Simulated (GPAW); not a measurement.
# Screening of a field by NbGe2As4 monolayer, part 2 of 2

Aim: the dipole that a field along the normal induces in NbGe2As4 monolayer.

GPAW 26.7.0; GPAW, PAW setups; layer in a repeated cell with vacuum, relaxation of atoms and in-plane cell (the session's first sound run).

So far, upper work function (eV): step 3 (the slab's potential) 5.03.

## (5) Field on

Level of this step: GPAW, PAW setups; slab in vacuum (GPAW).

Input file run.py:

```python
import json
import numpy as np
from ase import Atoms
from gpaw import GPAW, PW
from gpaw.external import ConstantElectricField

slab = Atoms(
    ['As', 'Ge', 'As', 'Nb', 'As', 'Ge', 'As'],
    positions=[
        [0.00000, 0.00000, 9.00000],
        [-0.00000, 2.17144, 10.15501],
        [-0.00000, 2.17144, 12.62836],
        [-0.00000, 0.00000, 14.12319],
        [-0.00000, 2.17144, 15.61801],
        [-0.00000, 2.17144, 18.09136],
        [-0.00000, -0.00000, 19.24636]],
    cell=[[3.76104, 0.0, 0.0], [-1.88052, 3.25715, 0.0], [0.0, 0.0, 28.2464]],
    pbc=[True, True, False],
    magmoms=[0.0, 0.0, 0.0, 1.0, 0.0, 0.0, 0.0])

slab.calc = GPAW(mode=PW(400), xc='PBE', kpts={'size': (9, 9, 1), 'gamma': True},
                 occupations={'name': 'fermi-dirac', 'width': 0.05}, nbands='200%',
                 convergence={'density': 1e-05}, maxiter=200,
                 poissonsolver={'dipolelayer': 'xy'},
                 external=ConstantElectricField(-0.1, [0, 0, 1]),
                 symmetry={'tolerance': 1e-3}, txt='slab.txt')
result = {}
energy = slab.get_potential_energy()
fermi = slab.calc.get_fermi_level()
v = slab.calc.get_electrostatic_potential().mean((0, 1)) - fermi
n = slab.calc.get_pseudo_density().mean((0, 1))
L = slab.cell[2, 2]
z = np.arange(len(v)) * L / len(v)
low, high = slab.positions[:, 2].min(), slab.positions[:, 2].max()
below, above = np.interp([low - 6.8, high + 6.8], z, v)
slopes = [np.interp(x, z, np.gradient(v, z)) for x in (low - 6.8, high + 6.8)]
eps = np.array([[slab.calc.get_eigenvalues(k, s) for k in range(len(slab.calc.get_ibz_k_points()))]
                for s in range(slab.calc.get_number_of_spins())]) - fermi
top, bottom = eps[eps < 0].max(), eps[eps > 0].min()
dipole = slab.get_dipole_moment()[2]
print(f'energy {energy:.4f} eV, Fermi level {fermi:.4f} eV, dipole {dipole:.5f} e A')
print(f'potential 6.8 A off the faces, from the Fermi level: lower {below:.4f} eV, upper {above:.4f} eV')
print(f'slope of the potential there: lower {slopes[0]:.5f}, upper {slopes[1]:.5f} eV/A')
print(f'nearest levels on the mesh: {top:.4f} and {bottom:.4f} eV')
print('magnetic moment', round(slab.get_magnetic_moment(), 3))
result.update(energy=energy, fermi=fermi, dipole=dipole, below=below, above=above, slopes=slopes, edges=[top, bottom],
              z=z.tolist(), v=v.tolist(), n=n.tolist(), positions=slab.positions.tolist(),
              forces=slab.get_forces(apply_constraint=False).tolist(), moments=slab.get_magnetic_moments().tolist())
json.dump(result, open('result.json', 'w'))
```

Run with:

```bash
$ OMP_NUM_THREADS=1 OPENBLAS_NUM_THREADS=1 python run.py
```

Log:

```text
energy -38.9167 eV, Fermi level -0.0366 eV, dipole -0.08456 e A
potential 6.8 A off the faces, from the Fermi level: lower 4.4045 eV, upper 5.6541 eV
slope of the potential there: lower -0.00018, upper 0.00015 eV/A
nearest levels on the mesh: -0.0452 and 0.0020 eV
magnetic moment 0.0
```

Elapsed: 15 min, on 1 thread of Arm Neoverse V1, shared host; peak memory 0.69 GiB.

Numbers from this step:

- dipole along the normal: -0.08456 e·Å
- levels nearest the Fermi level on the mesh: -0.04523, 0.001965 eV from the Fermi level
- potential below the slab, the applied field's own ramp left out: 4.404 eV from the Fermi level
- potential above the slab, the applied field's own ramp left out: 5.654 eV from the Fermi level

The electrostatic potential energy of an electron (without an applied field's), less the Fermi level, planar mean oscillates, so the rows of the table below give means over windows of 1.78 Å about each position, cut where the curve ends. Its maxima inside the range that stand out by 2 % of the span (Å: eV): 9.6: -9.06, 11.4: 2.29, 13.3: -5.37, 15.0: -5.20, 16.8: 2.82, 18.6: -8.19, 26.9: 5.65. Its minima: 9.0: -13.5, 10.1: -13.0, 12.7: -11.9, 14.1: -15.5, 15.6: -11.6, 18.1: -12.3, 19.2: -12.5.

Table of electrostatic potential energy of an electron (without an applied field's), less the Fermi level, planar mean by z; means over each step:

```
z (Å)  electrostatic potential energy of an electron (without an applied field's), less the Fermi level, planar mean (eV)
 0.89                                                                                                                4.47
 2.67                                                                                                                4.40
 4.45                                                                                                                4.40
 6.23                                                                                                                4.36
 8.01                                                                                                              -0.408
 9.79                                                                                                               -10.7
11.57                                                                                                               -1.01
13.35                                                                                                               -9.98
15.13                                                                                                               -8.85
16.91                                                                                                              -0.238
18.69                                                                                                               -10.4
20.47                                                                                                                2.71
22.25                                                                                                                5.63
24.03                                                                                                                5.65
25.81                                                                                                                5.65
27.59                                                                                                                5.61
```

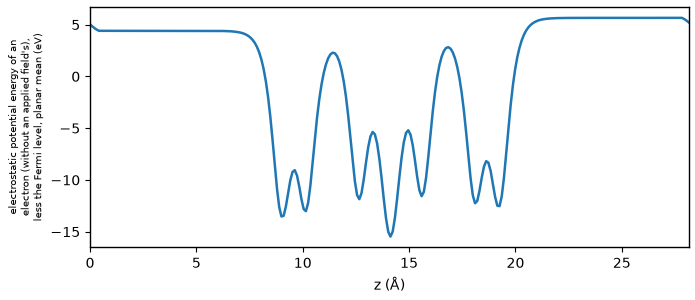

Electrostatic potential energy of an electron (without an applied field's), less the Fermi level, planar mean against z.

The dipole is now -0.0846 e Å, against 9.0e-4 in the run without a field.

## (6) In a field

run.py, as its differences from that of step 5:

```diff
@@ -24,3 +24,3 @@
                  poissonsolver={'dipolelayer': 'xy'},
-                 external=ConstantElectricField(-0.1, [0, 0, 1]),
+                 external=ConstantElectricField(-0.05, [0, 0, 1]),
                  symmetry={'tolerance': 1e-3}, txt='slab.txt')
```

Log:

```text
energy -38.9135 eV, Fermi level -0.0364 eV, dipole -0.04226 e A
potential 6.8 A off the faces, from the Fermi level: lower 4.7165 eV, upper 5.3410 eV
slope of the potential there: lower -0.00018, upper 0.00016 eV/A
nearest levels on the mesh: -0.0453 and 0.0020 eV
magnetic moment -0.0
```

The job ended after 14 min (1 thread; peak memory 0.69 GiB).

## (7) In a field

run.py, as its differences from that of step 6:

```diff
@@ -24,3 +24,3 @@
                  poissonsolver={'dipolelayer': 'xy'},
-                 external=ConstantElectricField(-0.05, [0, 0, 1]),
+                 external=ConstantElectricField(0.05, [0, 0, 1]),
                  symmetry={'tolerance': 1e-3}, txt='slab.txt')
```

Log:

```text
energy -38.9135 eV, Fermi level -0.0364 eV, dipole 0.04226 e A
potential 6.8 A off the faces, from the Fermi level: lower 5.3410 eV, upper 4.7165 eV
slope of the potential there: lower -0.00016, upper 0.00018 eV/A
nearest levels on the mesh: -0.0453 and 0.0021 eV
magnetic moment -0.0
```

Run time: 14 min. Hardware: 1 thread; peak memory 0.69 GiB.

## (8) Field on

run.py, as its differences from that of step 7:

```diff
@@ -24,3 +24,3 @@
                  poissonsolver={'dipolelayer': 'xy'},
-                 external=ConstantElectricField(0.05, [0, 0, 1]),
+                 external=ConstantElectricField(0.1, [0, 0, 1]),
                  symmetry={'tolerance': 1e-3}, txt='slab.txt')
```

Log:

```text
energy -38.9167 eV, Fermi level -0.0367 eV, dipole 0.08456 e A
potential 6.8 A off the faces, from the Fermi level: lower 5.6541 eV, upper 4.4044 eV
slope of the potential there: lower -0.00015, upper 0.00018 eV/A
nearest levels on the mesh: -0.0453 and 0.0020 eV
magnetic moment 0.0
```

The job ended after 15 min (1 thread; peak memory 0.69 GiB).

The electrostatic potential energy of an electron (without an applied field's), less the Fermi level, planar mean oscillates, so the rows of the table below give means over windows of 1.78 Å about each position, cut where the curve ends. Its maxima inside the range that stand out by 2 % of the span (Å: eV): 1.6: 5.65, 9.6: -8.19, 11.4: 2.82, 13.3: -5.20, 15.0: -5.37, 16.8: 2.29, 18.6: -9.06. Its minima: 9.0: -12.5, 10.1: -12.3, 12.7: -11.6, 14.1: -15.5, 15.6: -11.9, 18.1: -13.0, 19.2: -13.5.

Electrostatic potential energy of an electron (without an applied field's), less the Fermi level, planar mean against z; means over each step:

```
z (Å)  electrostatic potential energy of an electron (without an applied field's), less the Fermi level, planar mean (eV)
 0.89                                                                                                                5.59
 2.67                                                                                                                5.65
 4.45                                                                                                                5.65
 6.23                                                                                                                5.61
 8.01                                                                                                               0.741
 9.79                                                                                                               -9.85
11.57                                                                                                              -0.516
13.35                                                                                                               -9.83
15.13                                                                                                               -9.05
16.91                                                                                                              -0.781
18.69                                                                                                               -11.3
20.47                                                                                                                1.53
22.25                                                                                                                4.38
24.03                                                                                                                4.40
25.81                                                                                                                4.40
27.59                                                                                                                4.45
```

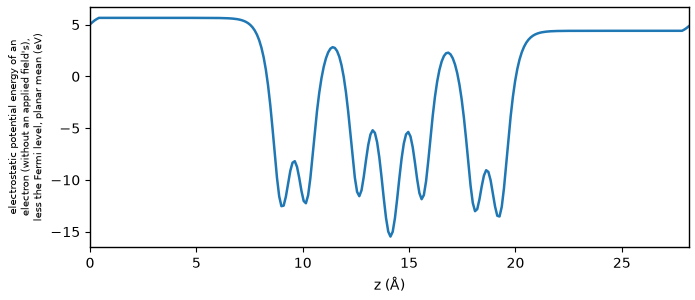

Electrostatic potential energy of an electron (without an applied field's), less the Fermi level, planar mean, plotted against z.

The dipole is now 0.0846 e Å, against 9.0e-4 in the run without a field.

## (9) Field on

run.py, as its differences from that of step 8:

```diff
@@ -24,3 +24,3 @@
                  poissonsolver={'dipolelayer': 'xy'},
-                 external=ConstantElectricField(0.1, [0, 0, 1]),
+                 external=ConstantElectricField(0.2, [0, 0, 1]),
                  symmetry={'tolerance': 1e-3}, txt='slab.txt')
```

Log:

```text
energy -38.9294 eV, Fermi level -0.0379 eV, dipole 0.16914 e A
potential 6.8 A off the faces, from the Fermi level: lower 6.2816 eV, upper 3.7820 eV
slope of the potential there: lower -0.00014, upper 0.00019 eV/A
nearest levels on the mesh: -0.0453 and 0.0020 eV
magnetic moment 0.0
```

Wall time 14 min (1 thread); peak memory 0.69 GiB.

The electrostatic potential energy of an electron (without an applied field's), less the Fermi level, planar mean oscillates, so the rows of the table below give means over windows of 1.83 Å about each position, cut where the curve ends. Its maxima inside the range that stand out by 2 % of the span (Å: eV): 1.8: 6.28, 9.6: -7.75, 11.4: 3.09, 13.3: -5.12, 15.0: -5.45, 16.8: 2.02, 18.6: -9.50. Its minima: 9.0: -12.0, 10.1: -11.9, 12.7: -11.4, 14.1: -15.5, 15.6: -12.0, 18.1: -13.4, 19.2: -14.0.

Table of electrostatic potential energy of an electron (without an applied field's), less the Fermi level, planar mean by z; means over each step:

```
z (Å)  electrostatic potential energy of an electron (without an applied field's), less the Fermi level, planar mean (eV)
 0.92                                                                                                                6.15
 2.75                                                                                                                6.28
 4.58                                                                                                                6.28
 6.41                                                                                                                6.20
 8.23                                                                                                              -0.979
10.07                                                                                                               -7.67
11.89                                                                                                               -2.22
13.73                                                                                                               -9.98
15.55                                                                                                               -6.83
17.38                                                                                                               -3.86
19.21                                                                                                               -9.05
21.05                                                                                                                3.15
22.88                                                                                                                3.78
24.70                                                                                                                3.78
26.54                                                                                                                3.78
```

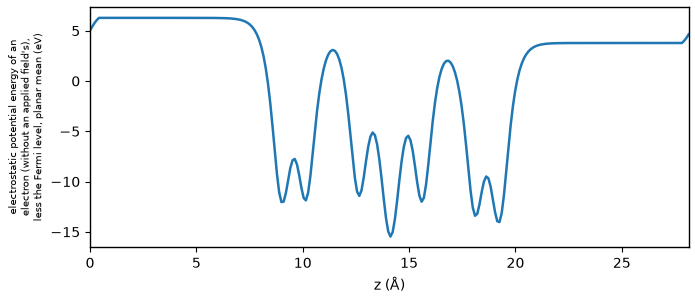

Electrostatic potential energy of an electron (without an applied field's), less the Fermi level, planar mean against z.

The dipole is now 0.169 e Å, against 9.0e-4 in the run without a field.

## (10) Field on

run.py, as its differences from that of step 9:

```diff
@@ -24,3 +24,3 @@
                  poissonsolver={'dipolelayer': 'xy'},
-                 external=ConstantElectricField(0.2, [0, 0, 1]),
+                 external=ConstantElectricField(0.3, [0, 0, 1]),
                  symmetry={'tolerance': 1e-3}, txt='slab.txt')
```

Log:

```text
energy -38.9505 eV, Fermi level -0.0400 eV, dipole 0.25375 e A
potential 6.8 A off the faces, from the Fermi level: lower 6.9110 eV, upper 3.1610 eV
slope of the potential there: lower -0.00013, upper 0.00021 eV/A
nearest levels on the mesh: -0.0453 and 0.0019 eV
magnetic moment 0.0
```

It took 15 min on 1 thread; peak memory 0.69 GiB.

The dipole is now 0.254 e Å, against 9.0e-4 in the run without a field.

## (11) The series

The members are put on one axis.

This step: induced dipole against applied field (GPAW 26.7.0).

The dipole along the normal by field:

```
field (V/Å)  dipole along the normal (e·Å)
     -0.200                         -0.169
     -0.100                        -0.0846
     -0.050                        -0.0423
      0.000                         9.0e-4
      0.050                         0.0423
      0.100                         0.0846
      0.200                          0.169
      0.300                          0.254
```

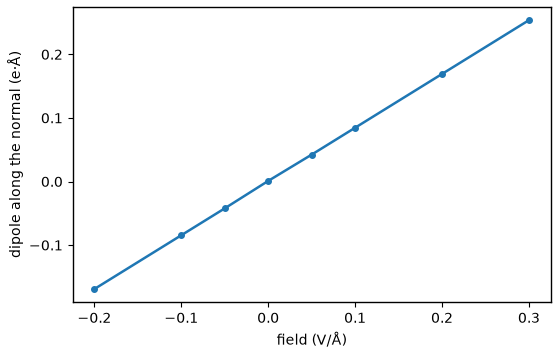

Dipole along the normal against field.

## (12) A changed run

One more run, with changed settings.

This step: GPAW, PAW setups; slab in vacuum (GPAW 26.7.0).

run.py, as its differences from that of step 10:

```diff
@@ -4,3 +4,2 @@
 from gpaw import GPAW, PW
-from gpaw.external import ConstantElectricField
 
@@ -20,7 +19,6 @@
 
-slab.calc = GPAW(mode=PW(400), xc='PBE', kpts={'size': (9, 9, 1), 'gamma': True},
+slab.calc = GPAW(mode=PW(400), xc='PBE', kpts={'size': (1, 1, 1), 'gamma': True},
                  occupations={'name': 'fermi-dirac', 'width': 0.05}, nbands='200%',
-                 convergence={'density': 1e-05}, maxiter=200,
+                 convergence={'density': 1e-05}, maxiter=50,
                  poissonsolver={'dipolelayer': 'xy'},
-                 external=ConstantElectricField(0.3, [0, 0, 1]),
                  symmetry={'tolerance': 1e-3}, txt='slab.txt')
```

Log:

```text
energy -14.8071 eV, Fermi level 0.4269 eV, dipole 0.00091 e A
potential 6.8 A off the faces, from the Fermi level: lower 5.2244 eV, upper 5.2351 eV
slope of the potential there: lower -0.00017, upper 0.00017 eV/A
nearest levels on the mesh: -0.2793 and 0.2793 eV
magnetic moment 0.993
```

The job ended after 19 s (1 thread; peak memory 0.25 GiB).

The run finished. A setting was moved off its sound value on purpose, so it serves as a test and not as the result.

The fault put into the input: one k-point (kpts = [1, 1]).

Side by side:

```
                    quantity  this run  sound run  difference
    upper work function (eV)    5.2351     5.0339       0.201
    lower work function (eV)    5.2244     5.0230       0.201
sum of the site moments (μB)   0.48221   6.540e-5       0.482
```

The two runs differ clearly in the sum of the site moments: 0.482 μB against 6.5e-5 μB.

## (13) Results

- work function, upper and lower face: 5.034 and 5.023 eV
- dipole along the normal: 9.0e-4 e Å, near the numerical noise
- induced dipole per field: 0.846 e Å per V/Å
- out-of-plane polarisability per area, α/(ε0 A): 12.5 Å

What this shows: The field induces 0.846 e Å per V/Å, a polarisable thickness α/(ε0 A) of 12.5 Å beside 10.2 Å between the outermost nuclei. A perfect conductor would give the distance between its two image planes; a dielectric of thickness t gives t(1 - 1/ε). The induced dipole is linear in the field over this range. The small printed dipole stands for a step of -13 meV from the lower to the upper face, and the probes find 11 meV; values this small are near the numerical noise of both. One magnetic start was tried; another order may lie lower. The layer's cell and atoms come from the relaxation; spin-orbit coupling and temperature are left out.

[Logs are printed without paths, hosts, clocks, repeated set-up lines and the standing remarks that a program may print on its own settings, such as how far it seeks lower states.]

[Hosts, paths, dates, database ids (printed as entryN), source tags and the programs' standing remarks are cut or masked in the printed files.]
